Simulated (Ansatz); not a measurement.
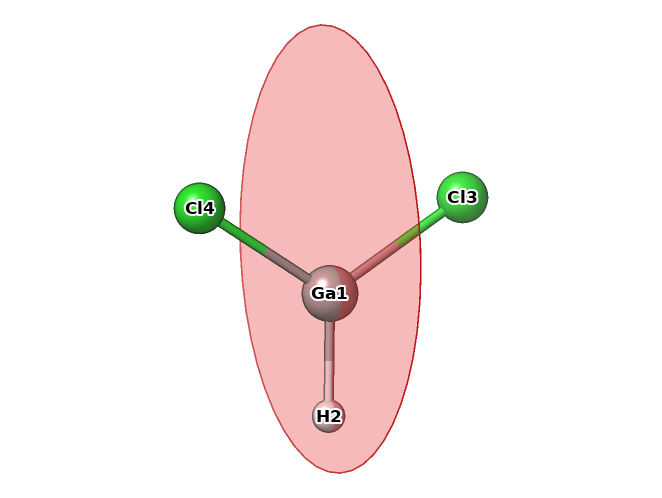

A disc through the centre of mass is drawn in. Atoms fade into the background with distance from the viewer. The computed structure is the end point of a PBE0-D4/def2-TZVP optimisation.

### Is the plane of the disc a mirror plane of the structure?

Yes. The reflection leaves Ga1, H2 in place and moves Cl3 ↔ Cl4. The point group is C2v.
